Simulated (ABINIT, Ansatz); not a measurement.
## Li3HO (Pm-3m): modes at Γ and the response to a field

Wanted: the vibrations of Li3HO (Pm-3m) at Γ, by two programs.

Calculated with ABINIT 10.8.3; DFT LDA, scalar-relativistic, plane waves, PseudoDojo stringent norm-conserving pseudopotentials.

The structure was built from a prototype and need not be the compound's stable phase.

### 1. The starting structure

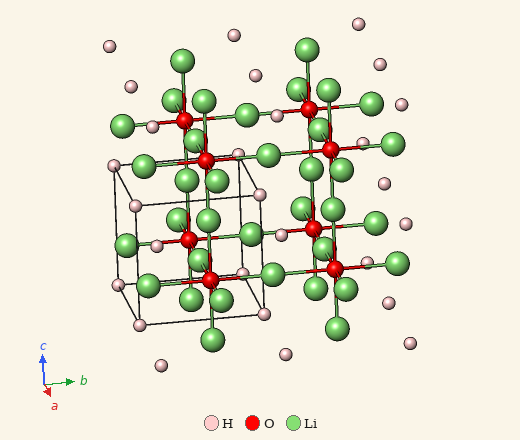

Start, viewed slightly off an axis; hydrogen pink, oxygen red, lithium green. 2×2×2 cells are drawn. Some periodic images of atoms are drawn too.

Structure file:

```cif
data_structure
_symmetry_space_group_name_H-M 'P 1'
_symmetry_Int_Tables_number 1
_cell_length_a 3.6372
_cell_length_b 3.6372
_cell_length_c 3.6372
_cell_angle_alpha 90.000
_cell_angle_beta 90.000
_cell_angle_gamma 90.000
_cell_volume 48.12
loop_
_atom_site_label
_atom_site_type_symbol
_atom_site_fract_x
_atom_site_fract_y
_atom_site_fract_z
_atom_site_occupancy
H1 H 0.00000 0.00000 0.00000 1
O2 O 0.50000 0.50000 0.50000 1
Li3 Li 0.50000 0.50000 0.00000 1
Li4 Li 0.50000 0.00000 0.50000 1
Li5 Li 0.00000 0.50000 0.50000 1
```

### 2. Relaxing the cell and atoms

The harmonic expansion needs vanishing forces, and a free crystal bears no stress, so cell and atoms are brought to rest. Stress is more sensitive to the basis than forces are: the last 3 Ha under the cutoff are smoothed with ecutsm, and the cutoff is raised above that of the later runs.

The starting cell comes from a relaxation made beforehand in Ansatz (LDA, PseudoDojo NC).

File relax.abi:

```
# relaxation
ionmov 2
optcell 2
dilatmx 1.08
ntime 40
tolmxf 1.0d-05
tolvrs 1.0d-14
prtwf 0
prtden 0
chksymtnons 0

# basis, mesh and filling
ecut 54.0
ecutsm 3.0
ngkpt 6 6 6
nshiftk 1
shiftk 0.0 0.0 0.0
istwfk *1
occopt 1
nband 8
nstep 100
diemac 9.0
prtebands 0
prtgsr 0
useylm 1

# cell and atoms
acell 3*1.0 Angstrom
rprim 
    3.637244848 0.0 0.0
    0.0 3.637244848 0.0
    0.0 0.0 3.637244848
ntypat 3
znucl 1 8 3
natom 5
typat 1 2 3 3 3
xred 
    0.0 0.0 0.0
    0.5 0.5 0.5
    0.5 0.5 0.0
    0.5 0.0 0.5
    0.0 0.5 0.5
pp_dirpath "./pseudo"
pseudos "H.upf, O.upf, Li.upf"
```

Started as:

```
$ OMP_NUM_THREADS=1 mpirun -n 4 abinit relax.abi > relax.log
```

Numbers of over 12 decimals in the logs are rounded to 6 here.

relax.abo, the main output file:

```text
[banners, grids, parts of the stress and lines that vanish by symmetry left out]
- input  file    -> relax.abi
- output file    -> relax.abo
- root for input  files -> relaxi
[...]
Symmetries : space group Pm -3 m (#221); Bravais cP (primitive cubic)
[...]
mpw =        7809          nfft =      125000          nkpt =          20
[...]
== DATASET  1 ==================================================================
[...]
cutoff_energies: {ecut:  54.0, pawecutdg:  -1.0, }
[...]
ETOT  1  -38.594473660333    -3.859E+01 2.873E-01 1.936E+03
 ETOT  2  -38.466862904547     1.276E-01 2.473E-04 2.675E+03
 ETOT  3  -38.865470010747    -3.986E-01 3.382E-03 2.165E+02
 ETOT  4  -38.888375675315    -2.291E-02 7.506E-04 2.043E+00
 ETOT  5  -38.888417058084    -4.138E-05 1.490E-05 2.164E+00
[...]
At SCF step   14       vres2   =  1.60E-17 < tolvrs=  1.00E-14 =>converged.
[...]
sigma(1 1)= -6.87573444E-07  sigma(3 2)=  0.00000000E+00
  sigma(2 2)= -6.87573444E-07  sigma(3 1)=  0.00000000E+00
  sigma(3 3)= -6.87573444E-07  sigma(2 1)=  0.00000000E+00
[...]
convergence: {deltae:  3.745E-12, res2:  1.598E-17, residm:  1.312E-19, diffor: null, }
etotal    :  -3.88886359E+01
[...]
ETOT  1  -38.888635827839    -3.889E+01 1.364E-12 1.273E-03
[...]
At SCF step    9       vres2   =  1.33E-16 < tolvrs=  1.00E-14 =>converged.
[...]
sigma(1 1)= -5.63904733E-07  sigma(3 2)=  0.00000000E+00
  sigma(2 2)= -5.63904733E-07  sigma(3 1)=  0.00000000E+00
  sigma(3 3)= -5.63904733E-07  sigma(2 1)=  0.00000000E+00
[...]
convergence: {deltae:  2.089E-12, res2:  1.334E-16, residm:  5.577E-20, diffor: null, }
etotal    :  -3.88886359E+01
[...]
ETOT  1  -38.888633579138    -3.889E+01 2.860E-11 2.652E-02
[...]
ETOT  8  -38.888635967610    -2.878E-12 8.838E-18 5.078E-13
 ETOT  9  -38.888635967610     3.695E-13 1.145E-18 2.432E-15
 At SCF step    9       vres2   =  2.43E-15 < tolvrs=  1.00E-14 =>converged.
[...]
sigma(1 1)= -2.25162482E-10  sigma(3 2)=  0.00000000E+00
  sigma(2 2)= -2.25162479E-10  sigma(3 1)=  0.00000000E+00
  sigma(3 3)= -2.25162480E-10  sigma(2 1)=  0.00000000E+00
[...]
convergence: {deltae:  3.695E-13, res2:  2.432E-15, residm:  1.145E-18, diffor: null, }
etotal    :  -3.88886360E+01
[...]
At Broyd/MD step   3, gradients are converged :
[...]
sigma(1 1)= -2.25162482E-10  sigma(3 2)=  0.00000000E+00
  sigma(2 2)= -2.25162479E-10  sigma(3 1)=  0.00000000E+00
  sigma(3 3)= -2.25162480E-10  sigma(2 1)=  0.00000000E+00
[...]
- sigma(1 1)= -6.62450894E-06  sigma(3 2)=  0.00000000E+00
- sigma(2 2)= -6.62450884E-06  sigma(3 1)=  0.00000000E+00
- sigma(3 3)= -6.62450889E-06  sigma(2 1)=  0.00000000E+00
[...]
fcart     -0.0000000000E+00 -0.0000000000E+00 -0.0000000000E+00
           strten     -2.2516248219E-10 -2.2516247894E-10 -2.2516248046E-10
================================================================================

[key lines of the parts left out:]
pressure_GPa:   6.6245E-06
Total energy (etotal) [Ha]= -3.88886359676099E+01
```

Wall time 29 s (4 MPI ranks of Arm Neoverse V1, shared host).

Little changed from the start: no atom moved by 0.005 Å and no cell edge by 0.1 %.

Numbers from this step:

```
volume per atom : 9.627 Å³
pressure        : 6.62e-6 GPa
```

### 3. Self-consistent run for the response

First-order wavefunctions inherit every error of the ground state, hence the very tight tolvrs. The mesh is shifted off Γ, since shifted meshes converge sums over the zone faster.

File gs.abi:

```
# ground state
tolvrs 1.0d-16
prtden 1
prtwf 1

# basis, mesh and filling
ecut 44.0
ngkpt 6 6 6
nshiftk 1
shiftk 0.5 0.5 0.5
istwfk *1
occopt 1
nband 8
nstep 100
diemac 9.0
prtebands 0
prtgsr 0
useylm 1

# cell and atoms
acell 3*1.0 Angstrom
rprim 
    3.637662099 0.0 0.0
    0.0 3.637662099 0.0
    0.0 0.0 3.637662099
ntypat 3
znucl 1 8 3
natom 5
typat 1 2 3 3 3
xred 
    0.0 0.0 0.0
    0.5 0.5 0.5
    0.5 0.5 0.0
    0.5 0.0 0.5
    0.0 0.5 0.5
pp_dirpath "./pseudo"
pseudos "H.upf, O.upf, Li.upf"
```

Started as:

```
$ OMP_NUM_THREADS=1 mpirun -n 4 abinit gs.abi > gs.log
```

gs.abo, the main output file:

```text
[banners, grids, parts of the stress and lines that vanish by symmetry left out]
- input  file    -> gs.abi
- output file    -> gs.abo
- root for input  files -> gsi
[...]
Symmetries : space group Pm -3 m (#221); Bravais cP (primitive cubic)
[...]
mpw =        4545          nfft =       91125          nkpt =          10
[...]
== DATASET  1 ==================================================================
[...]
cutoff_energies: {ecut:  44.0, pawecutdg:  -1.0, }
[...]
ETOT  1  -38.581123459735    -3.858E+01 1.689E-01 1.386E+03
 ETOT  2  -38.514638427726     6.649E-02 5.386E-04 1.750E+03
 ETOT  3  -38.863655133776    -3.490E-01 3.134E-03 1.570E+02
 ETOT  4  -38.885850734737    -2.220E-02 8.609E-04 1.325E+01
 ETOT  5  -38.887597927728    -1.747E-03 4.485E-06 4.292E+00
[...]
ETOT 13  -38.888447135324    -2.231E-12 6.133E-18 2.533E-15
 ETOT 14  -38.888447135327    -2.345E-12 1.791E-20 2.071E-17
 At SCF step   14       vres2   =  2.07E-17 < tolvrs=  1.00E-16 =>converged.
[...]
sigma(1 1)=  9.24362277E-06  sigma(3 2)=  0.00000000E+00
  sigma(2 2)=  9.24362277E-06  sigma(3 1)=  0.00000000E+00
  sigma(3 3)=  9.24362277E-06  sigma(2 1)=  0.00000000E+00
[...]
convergence: {deltae: -2.345E-12, res2:  2.071E-17, residm:  1.791E-20, diffor: null, }
etotal    :  -3.88884471E+01
[...]
sigma(1 1)=  9.24362277E-06  sigma(3 2)=  0.00000000E+00
  sigma(2 2)=  9.24362277E-06  sigma(3 1)=  0.00000000E+00
  sigma(3 3)=  9.24362277E-06  sigma(2 1)=  0.00000000E+00
[...]
- sigma(1 1)=  2.71956771E-01  sigma(3 2)=  0.00000000E+00
- sigma(2 2)=  2.71956771E-01  sigma(3 1)=  0.00000000E+00
- sigma(3 3)=  2.71956771E-01  sigma(2 1)=  0.00000000E+00
[...]
fcart     -0.0000000000E+00 -0.0000000000E+00 -0.0000000000E+00
           strten      9.2436227680E-06  9.2436227680E-06  9.2436227680E-06
================================================================================

[key lines of the parts left out:]
pressure_GPa:  -2.7196E-01
```

Elapsed: 7.1 s, on 4 MPI ranks.

Read from the output:

* pressure: -0.2720 GPa

The cell stands at -0.27 GPa: the relaxation ran with a smoothed and higher cutoff and on another k mesh.

### 4. Empty bands

Empty bands on the ground state's density check that the gap assumed so far is there in this cell.

File gap.abi:

```
# empty bands on the ground state's density
iscf -2
getden_filepath "gso_DEN"
tolwfr 1.0d-12
nbdbuf 2
prtwf 0

# basis, mesh and filling
ecut 44.0
ngkpt 6 6 6
nshiftk 1
shiftk 0.0 0.0 0.0
istwfk *1
occopt 1
nband 12
nstep 100
diemac 9.0
prtebands 0
prtgsr 0
useylm 1

# cell and atoms
acell 3*1.0 Angstrom
rprim 
    3.637662099 0.0 0.0
    0.0 3.637662099 0.0
    0.0 0.0 3.637662099
ntypat 3
znucl 1 8 3
natom 5
typat 1 2 3 3 3
xred 
    0.0 0.0 0.0
    0.5 0.5 0.5
    0.5 0.5 0.0
    0.5 0.0 0.5
    0.0 0.5 0.5
pp_dirpath "./pseudo"
pseudos "H.upf, O.upf, Li.upf"
```

Started as:

```
$ OMP_NUM_THREADS=1 mpirun -n 4 abinit gap.abi > gap.log
```

gap.abo, the main output file:

```text
[banners, grids, parts of the stress and lines that vanish by symmetry left out]
- input  file    -> gap.abi
- output file    -> gap.abo
- root for input  files -> gapi
[...]
Symmetries : space group Pm -3 m (#221); Bravais cP (primitive cubic)
[...]
mpw =        4632          nfft =       91125          nkpt =          20
[...]
== DATASET  1 ==================================================================
[...]
cutoff_energies: {ecut:  44.0, pawecutdg:  -1.0, }
[...]
-outvars: echo values of variables after computation
            acell      1.8897261259E+00  1.8897261259E+00  1.8897261259E+00 Bohr
================================================================================
```

Wall time 6.3 s (4 MPI ranks).

This step gave:

* gap on the k-mesh: 2.943 eV

In this cell the gap on the mesh is 2.9 eV, indirect (smallest direct 3.2 eV), so fixed occupations hold.

### 5. Zone-centre response

The derivative of the wavefunctions by k comes first, since the response to a field is built on it; then the field and the displacements that symmetry doesn't supply are solved at q = 0.

It reads the wavefunctions written in step 3.

File dfpt_gamma.abi:

```
ndtset 2

# common to the responses
getwfk_filepath "gso_WFK"
kptopt 2
nqpt 1
qpt 0.0 0.0 0.0
asr 0
chneut 0

# d/dk
rfelfd1 2
rfdir1 1 1 1
iscf1 -3
tolwfr1 1.0d-20

# displacements, field
rfphon2 1
rfatpol2 1 5
rfdir2 1 1 1
rfelfd2 3
getddk2 1
tolvrs2 1.0d-10
prtwf2 0

# basis, mesh and filling
ecut 44.0
ngkpt 6 6 6
nshiftk 1
shiftk 0.5 0.5 0.5
istwfk *1
occopt 1
nband 8
nstep 100
diemac 9.0
prtebands 0
prtgsr 0
useylm 1

# cell and atoms
acell 3*1.0 Angstrom
rprim 
    3.637662099 0.0 0.0
    0.0 3.637662099 0.0
    0.0 0.0 3.637662099
ntypat 3
znucl 1 8 3
natom 5
typat 1 2 3 3 3
xred 
    0.0 0.0 0.0
    0.5 0.5 0.5
    0.5 0.5 0.0
    0.5 0.0 0.5
    0.0 0.5 0.5
pp_dirpath "./pseudo"
pseudos "H.upf, O.upf, Li.upf"
```

Started as:

```
$ OMP_NUM_THREADS=1 mpirun -n 4 abinit dfpt_gamma.abi > dfpt_gamma.log
```

dfpt_gamma.abo, the main output file:

```text
[banners, grids, parts of the stress and lines that vanish by symmetry left out]
- input  file    -> dfpt_gamma.abi
- output file    -> dfpt_gamma.abo
- root for input  files -> dfpt_gammai
[...]
DATASET    1 : space group Pm -3 m (#221); Bravais cP (primitive cubic)
[...]
nfft =       91125          nkpt =         108
[...]
DATASET    2 : space group Pm -3 m (#221); Bravais cP (primitive cubic)
[...]
nfft =       91125          nkpt =         108
[...]
== DATASET  1 ==================================================================
[...]
cutoff_energies: {ecut:  44.0, pawecutdg:  -1.0, }
[...]
-  3.00000   3.00000  180309                  znucl, zion, pspdat
[...]
Perturbation : derivative vs k along direction   1
[...]
-ETOT  1  -13.842755119224     -1.384E+01 7.349E-02 0.000E+00
 ETOT  2  -13.855174226638     -1.242E-02 1.594E-04 0.000E+00
 ETOT  3  -13.855212735700     -3.851E-05 1.381E-06 0.000E+00
 ETOT  4  -13.855212974777     -2.391E-07 1.710E-08 0.000E+00
 ETOT  5  -13.855212976667     -1.890E-09 1.773E-10 0.000E+00
[...]
At SCF step   11   max residual=  9.95E-21 < tolwfr=  1.00E-20 =>converged.
[...]
Perturbation : derivative vs k along direction   2
[...]
-ETOT  1  -13.842549358062     -1.384E+01 7.349E-02 0.000E+00
[...]
At SCF step   11   max residual=  9.95E-21 < tolwfr=  1.00E-20 =>converged.
[...]
Perturbation : derivative vs k along direction   3
[...]
-ETOT  1  -13.842755164862     -1.384E+01 7.349E-02 0.000E+00
[...]
At SCF step   11   max residual=  9.95E-21 < tolwfr=  1.00E-20 =>converged.
[...]
1        1       0.6951658040    0.0000000000
     1        2       0.0000000000    0.0000000000
     1        3       0.0000000000    0.0000000000
     2        1       0.0000000000    0.0000000000
     2        2       0.6951658040   -0.0000000000
     2        3       0.0000000000    0.0000000000
     3        1       0.0000000000    0.0000000000
     3        2       0.0000000000    0.0000000000
     3        3       0.6951658040    0.0000000000
[...]
== DATASET  2 ==================================================================
[...]
cutoff_energies: {ecut:  44.0, pawecutdg:  -1.0, }
[...]
Perturbation : displacement of atom   1   along direction   1
[...]
-ETOT  1  0.377644     -4.336E+01 3.078E-01 1.010E+03
[...]
At SCF step    9       vres2   =  7.49E-13 < tolvrs=  1.00E-10 =>converged.
[...]
Perturbation : displacement of atom   2   along direction   1
[...]
-ETOT  1   7.512207     -3.149E+03 2.402E+00 1.015E+04
[...]
At SCF step    9       vres2   =  7.48E-11 < tolvrs=  1.00E-10 =>converged.
[...]
Perturbation : displacement of atom   3   along direction   1
[...]
-ETOT  1  0.949145     -1.985E+03 1.997E+01 4.583E+02
[...]
At SCF step   10       vres2   =  1.76E-11 < tolvrs=  1.00E-10 =>converged.
[...]
Perturbation : displacement of atom   3   along direction   3
[...]
-ETOT  1   6.000424     -1.967E+03 1.958E+01 1.278E+03
[...]
At SCF step    9       vres2   =  4.18E-12 < tolvrs=  1.00E-10 =>converged.
[...]
Perturbation : homogeneous electric field along direction   1
[...]
-ETOT  1  -57.072301073672     -5.707E+01 2.755E-01 3.124E+03
[...]
ETOT  8  -57.754053991580     -4.825E-12 2.411E-14 1.266E-10
 ETOT  9  -57.754053991580      1.137E-13 9.770E-17 5.610E-13
 At SCF step    9       vres2   =  5.61E-13 < tolvrs=  1.00E-10 =>converged.
[...]
Dielectric tensor, in cartesian coordinates,
[...]
1    7   1    7         3.6743077279        -0.0000000000
   1    7   2    7        -0.0000000000        -0.0000000000
   1    7   3    7        -0.0000000000        -0.0000000000
   2    7   1    7        -0.0000000000        -0.0000000000
   2    7   2    7         3.6743077279        -0.0000000000
   2    7   3    7        -0.0000000000        -0.0000000000
   3    7   1    7        -0.0000000000        -0.0000000000
   3    7   2    7        -0.0000000000        -0.0000000000
   3    7   3    7         3.6743077279        -0.0000000000
  Effective charges, in cartesian coordinates,
[...]
1    1   1    7        -1.0637795323         0.0000000000
   2    1   1    7         0.0000000000         0.0000000000
   3    1   1    7         0.0000000000         0.0000000000
   1    2   1    7        -2.1900096414         0.0000000000
   2    2   1    7         0.0000000000         0.0000000000
[...]
Effective charges, in cartesian coordinates,
[...]
2    7   1    5         0.0000000000         0.0000000000
   3    7   1    5         0.0000000000         0.0000000000
   1    7   2    5         0.0000000000         0.0000000000
   2    7   2    5         1.1366106201         0.0000000000
   3    7   2    5         0.0000000000         0.0000000000
   1    7   3    5         0.0000000000         0.0000000000
   2    7   3    5         0.0000000000         0.0000000000
   3    7   3    5         1.1366106201         0.0000000000
  Phonon wavevector (reduced coordinates) :  0.00000  0.00000  0.00000
 Phonon energies in Hartree :
[...]
Phonon frequencies in cm-1    :
- -2.567038E+02 -2.567038E+02 -2.567038E+02  1.777818E+00  1.777818E+00
-  1.777818E+00  1.588765E+02  1.588765E+02  1.588765E+02  5.570171E+02
-  5.570171E+02  5.570171E+02  7.367594E+02  7.367594E+02  7.367594E+02
  Phonon at Gamma, with non-analyticity in the
[...]
Phonon energies in Hartree :
[...]
Phonon frequencies in cm-1    :
- -2.567038E+02 -2.567038E+02  1.777219E+00  1.777818E+00  1.777818E+00
-  1.588765E+02  1.588765E+02  1.588765E+02  4.941414E+02  5.570171E+02
-  5.570171E+02  5.986966E+02  7.367594E+02  7.367594E+02  8.500285E+02
  Phonon at Gamma, with non-analyticity in the
[...]
Phonon energies in Hartree :
[...]
Phonon frequencies in cm-1    :
- -2.567038E+02 -2.567038E+02  1.777219E+00  1.777818E+00  1.777818E+00
-  1.588765E+02  1.588765E+02  1.588765E+02  4.941414E+02  5.570171E+02
-  5.570171E+02  5.986966E+02  7.367594E+02  7.367594E+02  8.500285E+02
  Phonon at Gamma, with non-analyticity in the
[...]
Phonon energies in Hartree :
[...]
Phonon frequencies in cm-1    :
- -2.567038E+02 -2.567038E+02  1.777219E+00  1.777818E+00  1.777818E+00
-  1.588765E+02  1.588765E+02  1.588765E+02  4.941414E+02  5.570171E+02
-  5.570171E+02  5.986966E+02  7.367594E+02  7.367594E+02  8.500285E+02
[...]
fcart2     0.0000000000E+00  0.0000000000E+00  0.0000000000E+00
           strten2     0.0000000000E+00  0.0000000000E+00  0.0000000000E+00
================================================================================
```

It took 2.3 min on 4 MPI ranks; 9.1 min of CPU time.

Read from the output:

```yaml
miss_of_the_charge_sum_rule: 0.001484 e
largest_acoustic_frequency_at_the_zone_centre_before_the_sum_rule: 1.78 cm⁻¹
highest_optical_zone_centre_mode_no_lo_to_term: 736.8 cm⁻¹
lowest_optical_zone_centre_mode: -256.7 cm⁻¹
mean_high_frequency_dielectric_constant: 3.674
largest_born_charge_in_size_third_of_the_trace: 2.19 e
```

Born charge (rows field, columns displacement), before the sum rule (e), principal values of the symmetric part by kind of site:

```tsv
atom	atoms with these values	low	middle	high	mean
H1	1	-1.06	-1.06	-1.06	-1.06
O2	1	-2.19	-2.19	-2.19	-2.19
Li3	3	0.98	1.14	1.14	1.09
```

In full for H1:

```
-1.06  0.00  0.00
 0.00 -1.06  0.00
 0.00  0.00 -1.06
```

High-frequency dielectric tensor:

```
3.67 0.00 0.00
0.00 3.67 0.00
0.00 0.00 3.67
```

The acoustic modes at Γ come out as far as 1.8 cm⁻¹ from zero, where they should vanish, a small numerical error; the Born charges miss their sum rule by 0.0015 e, which is good. The lowest optical mode is imaginary, 257i cm⁻¹, an instability at this level and on this k mesh.

(Part 1 of 2 ends here.)

[Host names and launcher messages were left out of these logs when they were recorded.]

[Logs are printed without paths, hosts, clocks, repeated set-up lines and the standing remarks that a program may print on its own settings, such as how far it seeks lower states.]

[Hosts, paths, dates, database ids (printed as entryN), source tags and the programs' standing remarks are cut or masked in the printed files.]
